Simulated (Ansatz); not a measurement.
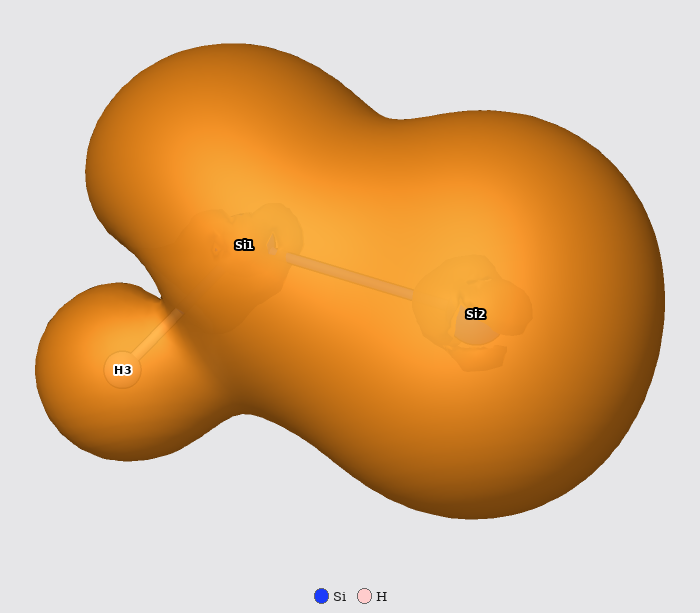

Figure. HSi₂ (charge +1, quintet). Isosurfaces of the spin density (α minus β) at +0.03 (orange) and −0.03 e/Å³ (purple), seen at a tilt.

Geometry: PBE0-D4/def2-TZVP.

All numbers below come from UKS PBE0-D4/def2-TZVP in Ansatz.

```xyz
3

Si    0.3234    0.6236   -0.0282
Si   -1.6221   -0.2977    0.7250
H     1.2986   -0.3259   -0.6968
```

Question: Describe the spin distribution.

Answer: The unpaired spin (4 electrons) lies mostly on Si2 (about 2.1), Si1 (about 1.7) and H3 (about 0.2), in electrons by Hirshfeld's partition. Only one sign reaches the isovalue.
